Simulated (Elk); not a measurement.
**NiI2: spin-spiral energies**

Aim: the energy of spin spirals in NiI2 along a path of wavevectors.

Main program and level: Elk 11.2.3 (patched build); LDA (Perdew-Wang) with U = 6.90 eV, J = 0.90 eV on Ni d; all-electron APW+lo, Dirac cores, scalar-relativistic bands.

The database entry behind the starting cell differs from later determinations by our own check (an axis about 0.9 % short against later determinations), so it need not match the best structure at ambient conditions.

## Step 1: Starting point

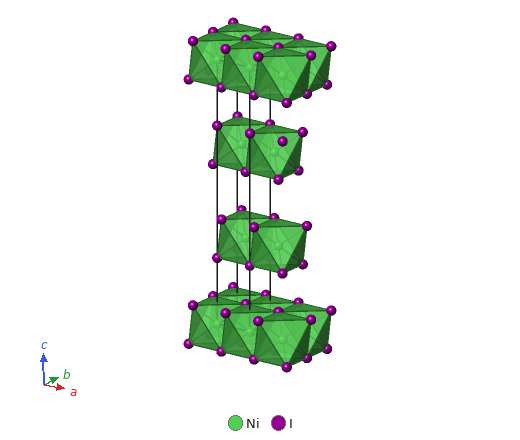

The cell as given, slightly off an axis (nickel green, iodine purple). 2×1×1 cells are drawn. This picture shows the conventional cell, with its axes. Bonds to atoms that aren't drawn are left out. Some periodic images of atoms are drawn too.

## Step 2: Reference state

The energies of all spirals count from this run, made with the same spinor basis and mesh so that errors cancel. A Hubbard U of customary size acts on the open shell; it was not fitted to this crystal.

The moments start as ferro +, on a cone 30° from z.

The last three numbers of an atom's line are a seed field in its sphere. It points against the wanted moment and shrinks by the factor reducebf each loop.

elk.in

```
tasks
  0
  33
  73

xctype
  3

reducebf
  0.6

epsengy
  1e-06

maxscl
  100

rgkmax
  7.0

nempty
  12

swidth
  0.003

lmaxi
  3

spinsprl
  .true.

spinpol
  .true.

vqlss
  0.000000 0.000000 0.000000

sppath
  './'

avec
  3.67740703852 2.12315194353 12.36762757703
  -3.67740703852 2.12315194353 12.36762757703
  0.00000000000 -4.24630388725 12.36762757703

atoms
  2
  'Ni.in'
  1
  0.0000000000 0.0000000000 0.0000000000   -0.075000 0.000000 -0.129904
  'I.in'
  2
  0.2500000000 0.2500000000 0.2500000000   0.000000 0.000000 0.000000
  0.7500000000 0.7500000000 0.7500000000   0.000000 0.000000 0.000000

ngridk
  8 8 8

dft+u
  1 1
  1 2 0.253570 0.033074

plot3d
  0 0 0
  1 0 0
  0 1 0
  0 0 1
  35 35 35
```

The run is started by

```console
$ OMP_NUM_THREADS=8 elk
```

Numbers of over 12 decimals in the logs are rounded to 6 here.

Log:

```text
Warning(gndstate): core states of species 1 leak from the muffin-tin :   0.2784567866E-03
Warning(gndstate): core states of species 2 leak from the muffin-tin :   0.1978634371E-03
Warning(gndstate): forces or DFT+U at lmaxo under 8 : 6
  [figures from our tests cut]: type lmaxo 8 and lmaxapw 10

--- INFO.OUT ---
┌─────────────────────────┐
│ Elk code version 11.2.3 │
└─────────────────────────┘

All units are atomic (Hartree, Bohr, etc.)

┌─────────────────────────────────────────────────┐
│ Ground-state run starting from atomic densities │
└─────────────────────────────────────────────────┘

Lattice vectors :
   3.677407039       2.123151944       12.36762758
  -3.677407039       2.123151944       12.36762758
   0.000000000      -4.246303887       12.36762758

Reciprocal lattice vectors :
  0.8542956003      0.4932277948      0.1693449362
 -0.8542956003      0.4932277948      0.1693449362
 -0.8876641796E-18 -0.9864555896      0.1693449361

Unit cell volume      :    579.3759024
Brillouin zone volume :   0.4281334664

Muffin-tin inner radius fraction :   0.1000000000E-01

Nuclei treated as point charges

Species : 1 (Ni)
 parameters loaded from : Ni.in
 name : nickel
 nuclear charge    :   -28.00000000
 electronic charge :    28.00000000
 atomic mass :    106991.5231
 muffin-tin radius :    2.400000000
 number of radial points in muffin-tin :    497
 inner part over the whole radius :   0.9944305101E-02
 number on inner part of muffin-tin    :    351
 approximate nuclear radius :   0.7325707712E-04
 number of mesh points to nuclear radius :    168
 atomic positions (lattice), magnetic fields (Cartesian) :
  1 :   0.00000000  0.00000000  0.00000000   -0.07500000  0.00000000 -0.12990400

Species : 2 (I)
 parameters loaded from : I.in
 name : iodine
 nuclear charge    :   -53.00000000
 electronic charge :    53.00000000
 atomic mass :    231332.6972
 muffin-tin radius :    2.600000000
 number of radial points in muffin-tin :    597
 inner part over the whole radius :   0.9964907323E-02
 number on inner part of muffin-tin    :    426
 approximate nuclear radius :   0.9002358621E-04
 number of mesh points to nuclear radius :    216
 atomic positions (lattice), magnetic fields (Cartesian) :
  1 :   0.25000000  0.25000000  0.25000000    0.00000000  0.00000000  0.00000000
  2 :  -0.25000000 -0.25000000 -0.25000000    0.00000000  0.00000000  0.00000000

Total number of atoms per unit cell :    3
Total muffin-tin volume :    205.1501891
 ratio of muffin-tin to unit cell volume :   0.3540882322

Spin treatment :
 spin-polarised
 global magnetic field (Cartesian) :    0.000000000       0.000000000       0.000000000
 non-collinear magnetisation
 spin-spiral state assumed
  q-vector (lattice)   :    0.000000000       0.000000000       0.000000000
  q-vector (Cartesian) :    0.000000000       0.000000000       0.000000000
  q-vector length      :    0.000000000

Number of Bravais lattice symmetries :   12
Number of crystal symmetries         :   12
Crystal has inversion symmetry
Real symmetric eigensolver will be used

k-point grid :      8     8     8
k-point offset :    0.000000000       0.000000000       0.000000000
k-point set is reduced with full crystal symmetry group
Total number of k-points :       65

Muffin-tin radius times maximum |G+k| :    7.000000000
 using average radius
Maximum |G+k| for APW functions       :    2.763157895
Maximum (1/2)|G+k|²                   :    3.817520776
Maximum |G| for potential and density :    12.00000000
Constant for pseudocharge density :    8
 order of it for each species :   15  15
 order of it for pair densities of each species (exact exchange by exxq0 0: 15) :    8  10
Radial integration step length :    1

G-vector grid sizes :     50    50    50
Number of G-vectors :    16775

Maximum angular momentum used for
 APW functions            :    8
 outer part of muffin-tin :    6
 inner part of muffin-tin :    3

Total nuclear charge    :   -134.0000000
Total core charge       :    84.00000000
Total valence charge    :    50.00000000
Total excess charge     :    0.000000000
Total electronic charge :    134.0000000

Effective Wigner radius, rₛ :    1.010622602

Number of empty states         :     36
Total number of valence states :    124
Total number of core states    :     84

Third-order local-orbitals added for an l without core states : T
Total number of local-orbitals :     52

Exchange-correlation functional :      3     0     0
 Perdew-Wang/Ceperley-Alder, Phys. Rev. B 45, 13244 (1992)
 gradient requirement :    0
 local density approximation (LDA)

DFT+U calculation
 fully localised limit (FLL)
 see Phys. Rev. B 52, R5467 (1995)
 species : 1 (Ni), l = 2, U =   0.25357000, J =   0.03307400

Smearing type :    3
 Fermi-Dirac
Smearing width :   0.3000000000E-02
Effective electronic temperature (K) :    947.3250744

Mixing type :    3
 Broyden mixing, J. Phys. A: Math. Gen. 17, L317 (1984)

Kohn-Sham potential initialised from atomic data

┌──────────────────────────────┐
│ Self-consistent loop started │
└──────────────────────────────┘

┌─────────────────┐
│ Loop number : 1 │
└─────────────────┘

Energies :
 Fermi                       :     0.12028292374344E-01
 sum of occupied eigenvalues :     -9560.0039940979
 electron kinetic            :      16620.562619018
 core electron kinetic       :      16074.982627196
 Coulomb                     :     -31952.548378684
 Coulomb potential           :     -25605.185102795
 nuclear-nuclear             :     -1496.3058210878
 electron-nuclear            :     -35334.795112620
 Hartree                     :      4878.5525550237
 Madelung                    :     -19149.955827287
 xc potential                :     -575.34342760007
 xc effective B-field        :    -0.10159819866371E-01
 external B-field            :      0.000000
 exchange                    :     -400.77111694307
 correlation                 :     -12.675839520672
 DFT+U                       :     0.921505
 electron entropic           :    -0.25674382256429E-02
 total energy                :     -15744.513778932
 (external B-field energy excluded from total)

Density of states at Fermi energy :    86.53888700
 (states/Hartree/unit cell)

Estimated indirect band gap :   0.2508728977E-03
 from k-point 17 to k-point 24
Estimated direct band gap   :   0.2101901006E-02
 at k-point 47

Charges :
 core                        :    84.00000000
 valence                     :    50.00000000
 interstitial                :    5.023018323
 muffin-tins (core leakage)
  species : 1 (Ni)
   atom 1                    :    27.87322201     (  0.2689047872E-03)
  species : 2 (I)
   atom 1                    :    50.55187983     (  0.2022981872E-03)
[...]
total moment                :   0.5096512752      0.6685218323E-11  0.8827440816

┌─────────────────┐
│ Loop number : 2 │
└─────────────────┘

Energies :
 Fermi                       :     0.43447852388522E-02
 sum of occupied eigenvalues :     -9560.6079852710
 electron kinetic            :      16622.901178490
 core electron kinetic       :      16075.118493104
 Coulomb                     :     -31954.751561205
 Coulomb potential           :     -25601.628030078
 nuclear-nuclear             :     -1496.3058210878
 electron-nuclear            :     -35342.806919457
 Hartree                     :      4884.3611793392
 Madelung                    :     -19153.937546166
 xc potential                :     -581.85737332613
 xc effective B-field        :    -0.44605161133563E-02
 external B-field            :      0.000000
 exchange                    :     -401.09946390162
 correlation                 :     -12.686541695109
 DFT+U                       :     0.983288
 electron entropic           :    -0.26893910537739E-02
 total energy                :     -15744.655789755
 (external B-field energy excluded from total)

Density of states at Fermi energy :    90.69324207
 (states/Hartree/unit cell)

Estimated indirect band gap :   0.5276935934E-03
 from k-point 19 to k-point 16
Estimated direct band gap   :   0.3542713656E-02
 at k-point 51

Charges :
 core                        :    84.00000000
 valence                     :    50.00000000
 interstitial                :    4.901971763
 muffin-tins (core leakage)
  species : 1 (Ni)
   atom 1                    :    28.18649857     (  0.2707077273E-03)
  species : 2 (I)
   atom 1                    :    50.45576483     (  0.2021097186E-03)
   atom 2                    :    50.45576483     (  0.2021097186E-03)
 total in muffin-tins        :    129.0980282
 total calculated charge     :    133.9983440
 total charge                :    134.0000000
 error                       :   0.1656006195E-02

Moments :
 interstitial                :   0.5107008929E-01 -0.1824213065E-08  0.8845648495E-01
 muffin-tins
  species : 1 (Ni)
   atom 1                    :   0.1714509587      0.8554788320E-08  0.2969624801
  species : 2 (I)
   atom 1                    :   0.7951988583E-01  0.1127236232E-08  0.1377330488
   atom 2                    :   0.7951988583E-01  0.1127236232E-08  0.1377330488
 total in muffin-tins        :   0.3304907304      0.1080926078E-07  0.5724285778
 total moment                :   0.3815608197      0.8985047719E-08  0.6608850627

RMS change in Kohn-Sham potential (target) :   0.3376751428     (  0.1000000000E-05)
Absolute change in total energy (target)   :   0.1420108227     (  0.1000000000E-05)

[... loops 3 to 30 left out ...]

┌──────────────────┐
│ Loop number : 31 │
└──────────────────┘

Energies :
 Fermi                       :     0.163986
 sum of occupied eigenvalues :     -9544.3063676483
 electron kinetic            :      16615.886321410
 core electron kinetic       :      16075.884914461
 Coulomb                     :     -31948.864793490
 Coulomb potential           :     -25612.881597947
 nuclear-nuclear             :     -1496.3058210878
 electron-nuclear            :     -35319.601831120
 Hartree                     :      4867.0428587183
 Madelung                    :     -19142.423994516
 xc potential                :     -547.24172928478
 xc effective B-field        :    -0.69361826168389E-01
 external B-field            :      0.000000
 exchange                    :     -400.10439536837
 correlation                 :     -12.649725159568
 DFT+U                       :     0.840441
 electron entropic           :    -0.30166652038381E-05
 total energy                :     -15744.892154497
 (external B-field energy excluded from total)

Density of states at Fermi energy :   0.3445866766E-01
 (states/Hartree/unit cell)

Estimated indirect band gap :   0.4370968191E-01
 from k-point 52 to k-point 17
Estimated direct band gap   :   0.5689817030E-01
 at k-point 34

Charges :
 core                        :    84.00000000
 valence                     :    50.00000000
 interstitial                :    5.241662654
 muffin-tins (core leakage)
  species : 1 (Ni)
   atom 1                    :    26.85738445     (  0.2784567134E-03)
  species : 2 (I)
   atom 1                    :    50.95047645     (  0.1978634446E-03)
   atom 2                    :    50.95047645     (  0.1978634446E-03)
 total in muffin-tins        :    128.7583373
 total calculated charge     :    133.9984880
 total charge                :    134.0000000
 error                       :   0.1512008345E-02

Moments :
 interstitial                :   0.6329140790E-01 -0.1900644321E-06  0.1096306862
 muffin-tins
  species : 1 (Ni)
   atom 1                    :   0.7863467608      0.2724894953E-04   1.361970812
  species : 2 (I)
   atom 1                    :   0.7515090533E-01  0.4452946205E-05  0.1301289444
   atom 2                    :   0.7515090533E-01  0.4452946205E-05  0.1301289444
 total in muffin-tins        :   0.9366485714      0.3615484194E-04   1.622228701
 total moment                :   0.9999399793      0.3596477751E-04   1.731859387

RMS change in Kohn-Sham potential (target) :   0.4236933383E-06 (  0.1000000000E-05)
Absolute change in total energy (target)   :   0.9992290870E-06 (  0.1000000000E-05)

Convergence targets achieved

┌──────────────────┐
│ Loop number : 32 │
└──────────────────┘

Energies :
 Fermi                       :     0.163986
 sum of occupied eigenvalues :     -9544.3063640079
 electron kinetic            :      16615.886311913
 core electron kinetic       :      16075.884914570
 Coulomb                     :     -31948.864781464
 Coulomb potential           :     -25612.881609814
 nuclear-nuclear             :     -1496.3058210878
 electron-nuclear            :     -35319.601795293
 Hartree                     :      4867.0428349168
 Madelung                    :     -19142.423976557
 xc potential                :     -547.24170422715
 xc effective B-field        :    -0.69361893939573E-01
 external B-field            :      0.000000
 exchange                    :     -400.10439397390
 correlation                 :     -12.649725112316
 DFT+U                       :     0.840441
 electron entropic           :    -0.30165902282124E-05
 total energy                :     -15744.892150632
 (external B-field energy excluded from total)

Density of states at Fermi energy :   0.3445771022E-01
 (states/Hartree/unit cell)

Estimated indirect band gap :   0.4370985518E-01
 from k-point 52 to k-point 17
Estimated direct band gap   :   0.5689832805E-01
 at k-point 34

Charges :
 core                        :    84.00000000
 valence                     :    50.00000000
 interstitial                :    5.241662993
 muffin-tins (core leakage)
  species : 1 (Ni)
   atom 1                    :    26.85738275     (  0.2784567866E-03)
  species : 2 (I)
   atom 1                    :    50.95047713     (  0.1978634371E-03)
   atom 2                    :    50.95047713     (  0.1978634371E-03)
 total in muffin-tins        :    128.7583370
 total calculated charge     :    133.9984880
 total charge                :    134.0000000
 error                       :   0.1512007892E-02

Moments :
 interstitial                :   0.6329130633E-01 -0.1017483027E-06  0.1096304012
 muffin-tins
  species : 1 (Ni)
   atom 1                    :   0.7863477382      0.2836708547E-04   1.361971179
  species : 2 (I)
   atom 1                    :   0.7515083590E-01  0.4560410493E-05  0.1301286917
   atom 2                    :   0.7515083590E-01  0.4560410493E-05  0.1301286917
 total in muffin-tins        :   0.9366494100      0.3748790645E-04   1.622228563
 total moment                :   0.9999407164      0.3738615815E-04   1.731858964

┌──────────────────────────────┐
│ Self-consistent loop stopped │
└──────────────────────────────┘

Warning : core states of species 1 leak from the muffin-tin :   0.2784567866E-03

Warning : core states of species 2 leak from the muffin-tin :   0.1978634371E-03

Warning : forces or DFT+U at lmaxo under 8 : 6

Wrote STATE.OUT
```

Wall time 4.4 min (8 threads of Arm Neoverse V1, shared host); peak memory 0.54 GiB.

Spin moment in the muffin-tin sphere by atom:

| atom | x (μB) | y (μB) | z (μB) | size |
| --- | --- | --- | --- | --- |
| Ni1 | 0.79 | 0.00 | 1.36 | 1.57 |
| I2 | 0.08 | 0.00 | 0.13 | 0.15 |
| I3 | 0.08 | 0.00 | 0.13 | 0.15 |

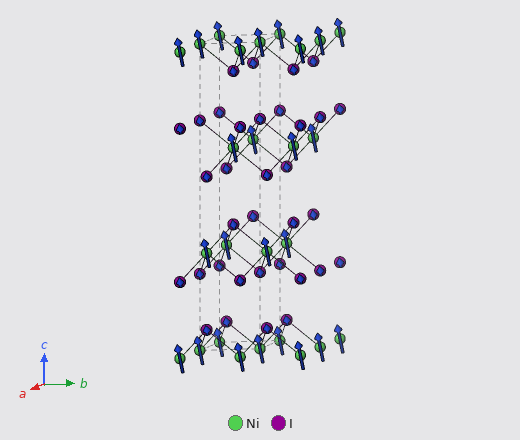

Spin moment in the muffin-tin sphere as arrows, the longest 1.57 μB. Each arrow also spans its atom, so small moments look longer than they are. Bonds to atoms that aren't drawn are left out. 2×2×1 conventional cells are drawn. Some periodic images of atoms are drawn too.

Numbers from this step:

* density of states at the Fermi level: 0.001266 states/eV/cell
* moment between the spheres: 0.06329, 0, 0.1096 μB
* magnetization: 0.9999, 0, 1.732 μB
* final state: ferromagnetic

After 32 cycles the largest moment stands at 1.57 μB.

[end of part 1 of 2]

[Logs and program files are shortened in this print: banners, set-up blocks, solver, clock and traceback lines can be left out without a mark of their own.]

[Logs are printed without paths, hosts, clocks, repeated set-up lines and the standing remarks that a program may print on its own settings, such as how far it seeks lower states.]

[Hosts, paths, dates, database ids (printed as entryN), source tags and the programs' standing remarks are cut or masked in the printed files.]

[Where a cell is said to come from a database of computed structures, the database is the Materials Project.]
